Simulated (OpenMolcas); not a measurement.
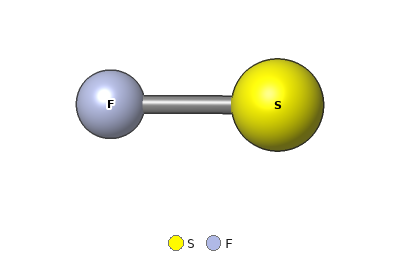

The molecule at the reference distance of 1.774 Å.

## Relativistic diatomic calculation for SF⁻ (part 1 of 2)

System: SF⁻.
Method: SA-CASSCF(10,6)/XMS-CASPT2 + RASSI spin-orbit (X2C scalar, AMFI), ANO-RCC-VTZP (OpenMolcas).

### The program's output (extracts)
```
++    Wave function specifications:
      Number of closed shell electrons          16
      Number of electrons in active shells      10
      Number of inactive orbitals                8
      Number of active orbitals                  6
      Number of secondary orbitals              50
      Spin quantum number                      0.0
      State symmetry                             1
++    Orbital specifications:
      Symmetry species                           1   2
                                                 a   b
      Frozen orbitals                            0   0
      Inactive orbitals                          6   2
      Active orbitals                            2   4
      RAS2 orbitals                              2   4
      Secondary orbitals                        26  24
      Number of basis functions                 34  30
      printout of CI-coefficients larger than  0.15 for root  1
      energy=    -498.194166
      conf/sym  11 2222     Coeff  Weight
            13  02 2222  -0.99140 0.98287
      printout of CI-coefficients larger than  0.15 for root  2
      energy=    -497.955913
      conf/sym  11 2222     Coeff  Weight
             1  22 2220   0.69502 0.48306
             2  22 22ud   0.17214 0.02963
             4  22 2202  -0.69502 0.48306
      printout of CI-coefficients larger than  0.15 for root  3
      energy=    -497.955913
      conf/sym  11 2222     Coeff  Weight
             2  22 22ud   0.98291 0.96611
      Natural orbitals and occupation numbers for root  1
      sym 1:   0.034264   1.983148
      sym 2:   1.999955   1.999955   1.991339   1.991339
      Natural orbitals and occupation numbers for root  2
      sym 1:   2.000000   2.000000
      sym 2:   1.995747   1.995747   1.004253   1.004253
      Natural orbitals and occupation numbers for root  3
      sym 1:   2.000000   2.000000
      sym 2:   1.995747   1.995747   1.004253   1.004253
      RASSCF energy for state  3                   -497.95591266
::    RASSCF root number  1 Total energy:   -498.19416649
::    RASSCF root number  2 Total energy:   -497.95591266
::    RASSCF root number  3 Total energy:   -497.95591266
      Von Neumann Entropy (Root   1) =  0.12516
++    Wave function specifications:
      Number of closed shell electrons           4
      Number of electrons in active shells      10
      Number of inactive orbitals                2
      Number of active orbitals                  6
      Number of secondary orbitals              50
      Spin quantum number                      0.0
      State symmetry                             1
      Number of CSFs                            13
      Number of CASSCF root(s) available         3
      CASPT2 state passed to geometry opt.       3
      A file JOBMIX will be created
      This is a MULTI-STATE CASSCF reference
      Number of CI roots used                    3
      These are:                                 1   2   3
      Off-diagonal elements of Heff are computed
  FINAL CASPT2 RESULT:
      Reference energy:        -498.1941664915
      E2 (Non-variational):      -0.4504611511
      Shift correction:          -0.0029361427
      E2 (Variational):          -0.4533972938
      Total energy:            -498.6475637854
      Reference weight:           0.87218
  FINAL CASPT2 RESULT:
      Reference energy:        -497.9559126629
      E2 (Non-variational):      -0.4619154366
      Shift correction:          -0.0034618744
      E2 (Variational):          -0.4653773110
      Total energy:            -498.4212899738
      Reference weight:           0.86451
  FINAL CASPT2 RESULT:
      Reference energy:        -497.9559126629
      E2 (Non-variational):      -0.4612150118
      Shift correction:          -0.0034278356
      E2 (Variational):          -0.4646428473
      Total energy:            -498.4205555102
      Reference weight:           0.86512
       Total XMS-CASPT2 energies:
::    XMS-CASPT2 Root  1     Total energy:   -498.64756379
::    XMS-CASPT2 Root  2     Total energy:   -498.42129042
::    XMS-CASPT2 Root  3     Total energy:   -498.42055507
++    Wave function specifications:
      Number of closed shell electrons          16
      Number of electrons in active shells      10
      Number of inactive orbitals                8
      Number of active orbitals                  6
      Number of secondary orbitals              50
      Spin quantum number                      1.0
      State symmetry                             2
      printout of CI-coefficients larger than  0.15 for root  1
      energy=    -498.123232
      conf/sym  11 2222     Coeff  Weight
             1  2u 222u   0.92921 0.86343
             2  2u 22u2   0.36719 0.13483
      printout of CI-coefficients larger than  0.15 for root  2
      energy=    -498.123232
      conf/sym  11 2222     Coeff  Weight
             1  2u 222u  -0.36719 0.13483
             2  2u 22u2   0.92921 0.86343
      Natural orbitals and occupation numbers for root  1
      sym 1:   1.998254   1.001746
      sym 2:   1.998254   2.000000   2.000000   1.001746
      Natural orbitals and occupation numbers for root  2
      sym 1:   1.998254   1.001746
      sym 2:   2.000000   1.998254   1.001746   2.000000
      RASSCF energy for state  2                   -498.12323222
::    RASSCF root number  1 Total energy:   -498.12323222
::    RASSCF root number  2 Total energy:   -498.12323222
      Von Neumann Entropy (Root   1) =  1.00174
++    Wave function specifications:
      Number of closed shell electrons           4
      Number of electrons in active shells      10
      Number of inactive orbitals                2
      Number of active orbitals                  6
      Number of secondary orbitals              50
      Spin quantum number                      1.0
      State symmetry                             2
      Number of CSFs                             8
      Number of CASSCF root(s) available         2
      CASPT2 state passed to geometry opt.       2
      A file JOBMIX will be created
      This is a MULTI-STATE CASSCF reference
      Number of CI roots used                    2
      These are:                                 1   2
      Off-diagonal elements of Heff are computed
  FINAL CASPT2 RESULT:
      Reference energy:        -498.1232322189
      E2 (Non-variational):      -0.4353456781
      Shift correction:          -0.0024914815
      E2 (Variational):          -0.4378371596
      Total energy:            -498.5610693785
      Reference weight:           0.88210
  FINAL CASPT2 RESULT:
      Reference energy:        -498.1232322188
      E2 (Non-variational):      -0.4353457253
      Shift correction:          -0.0024914837
      E2 (Variational):          -0.4378372090
      Total energy:            -498.5610694278
      Reference weight:           0.88210
       Total XMS-CASPT2 energies:
::    XMS-CASPT2 Root  1     Total energy:   -498.56106943
::    XMS-CASPT2 Root  2     Total energy:   -498.56106938
++    Wave function specifications:
      Number of closed shell electrons          16
      Number of electrons in active shells      10
      Number of inactive orbitals                8
      Number of active orbitals                  6
      Number of secondary orbitals              50
      Spin quantum number                      0.0
      State symmetry                             2
      printout of CI-coefficients larger than  0.15 for root  1
      energy=    -498.081997
      conf/sym  11 2222     Coeff  Weight
             4  u2 222d   0.99654 0.99309
      printout of CI-coefficients larger than  0.15 for root  2
      energy=    -498.081997
      conf/sym  11 2222     Coeff  Weight
             5  u2 22d2  -0.99654 0.99309
      Natural orbitals and occupation numbers for root  1
      sym 1:   1.002676   1.997324
      sym 2:   1.997324   2.000000   2.000000   1.002676
      Natural orbitals and occupation numbers for root  2
      sym 1:   1.002676   1.997324
      sym 2:   2.000000   1.997324   1.002676   2.000000
      RASSCF energy for state  2                   -498.08199740
::    RASSCF root number  1 Total energy:   -498.08199741
::    RASSCF root number  2 Total energy:   -498.08199740
      Von Neumann Entropy (Root   1) =  1.00267
++    Wave function specifications:
      Number of closed shell electrons           4
      Number of electrons in active shells      10
      Number of inactive orbitals                2
      Number of active orbitals                  6
      Number of secondary orbitals              50
      Spin quantum number                      0.0
      State symmetry                             2
      Number of CSFs                             8
      Number of CASSCF root(s) available         2
      CASPT2 state passed to geometry opt.       2
      A file JOBMIX will be created
      This is a MULTI-STATE CASSCF reference
      Number of CI roots used                    2
      These are:                                 1   2
      Off-diagonal elements of Heff are computed
  FINAL CASPT2 RESULT:
      Reference energy:        -498.0819974102
      E2 (Non-variational):      -0.4471779429
      Shift correction:          -0.0026923548
      E2 (Variational):          -0.4498702977
      Total energy:            -498.5318677078
      Reference weight:           0.87557
  FINAL CASPT2 RESULT:
      Reference energy:        -498.0819974016
      E2 (Non-variational):      -0.4471779648
      Shift correction:          -0.0026923562
      E2 (Variational):          -0.4498703211
      Total energy:            -498.5318677227
      Reference weight:           0.87557
       Total XMS-CASPT2 energies:
::    XMS-CASPT2 Root  1     Total energy:   -498.53186773
::    XMS-CASPT2 Root  2     Total energy:   -498.53186771
++    Wave function specifications:
      Number of closed shell electrons          16
      Number of electrons in active shells      10
      Number of inactive orbitals                8
      Number of active orbitals                  6
      Number of secondary orbitals              50
      Spin quantum number                      1.0
      State symmetry                             1
      printout of CI-coefficients larger than  0.15 for root  1
      energy=    -497.972019
      conf/sym  11 2222     Coeff  Weight
             1  22 22uu  -0.98785 0.97584
             6  22 uu22   0.15544 0.02416
      printout of CI-coefficients larger than  0.15 for root  2
      energy=    -497.936266
      conf/sym  11 2222     Coeff  Weight
             7  uu 2222   0.99838 0.99677
      Natural orbitals and occupation numbers for root  1
      sym 1:   2.000000   2.000000
      sym 2:   1.975839   1.975839   1.024161   1.024161
      Natural orbitals and occupation numbers for root  2
      sym 1:   1.003229   1.003229
      sym 2:   1.998385   1.998385   1.998385   1.998385
      RASSCF energy for state  2                   -497.93626609
::    RASSCF root number  1 Total energy:   -497.97201888
::    RASSCF root number  2 Total energy:   -497.93626609
      Von Neumann Entropy (Root   1) =  1.02353
++    Wave function specifications:
      Number of closed shell electrons           4
      Number of electrons in active shells      10
      Number of inactive orbitals                2
      Number of active orbitals                  6
      Number of secondary orbitals              50
      Spin quantum number                      1.0
      State symmetry                             1
      Number of CSFs                             7
      Number of CASSCF root(s) available         2
      CASPT2 state passed to geometry opt.       2
      A file JOBMIX will be created
      This is a MULTI-STATE CASSCF reference
      Number of CI roots used                    2
      These are:                                 1   2
      Off-diagonal elements of Heff are computed
  FINAL CASPT2 RESULT:
      Reference energy:        -497.9720188844
      E2 (Non-variational):      -0.4702841826
      Shift correction:          -0.0043989959
      E2 (Variational):          -0.4746831785
      Total energy:            -498.4467020630
      Reference weight:           0.85426
  FINAL CASPT2 RESULT:
      Reference energy:        -497.9362660917
      E2 (Non-variational):      -0.4248864875
      Shift correction:          -0.0035504397
      E2 (Variational):          -0.4284369272
      Total energy:            -498.3647030189
      Reference weight:           0.86985
       Total XMS-CASPT2 energies:
::    XMS-CASPT2 Root  1     Total energy:   -498.44670206
::    XMS-CASPT2 Root  2     Total energy:   -498.36470302
  SPIN-FREE ENERGIES:
  (Shifted by EMIN (a.u.) =       -498.6475637854)
 SF State       Relative EMIN(au)   Rel lowest level(eV)    D:o, cm**(-1)      Abs_M
     1             0.0000000000        0.0000000000              0.0000         0.0
     4             0.0864943575        2.3536313711          18983.3172         1.0
     5             0.0864944069        2.3536327143          18983.3281         1.0
     6             0.1156960599        3.1482501734          25392.3501         1.0
     7             0.1156960802        3.1482507267          25392.3546         1.0
     8             0.2008617224        5.4657259102          44084.0525         0.0
     2             0.2262733691        6.1572120449          49661.2643         2.0
     3             0.2270087175        6.1772218935          49822.6546         2.0
     9             0.2828607664        7.6970335692          62080.7624         0.0
```

(Continued in part 2.) Outcome of the run: converged; components of a degenerate state are split by 161 cm⁻¹; whether the anion is bound against detachment isn't tested.
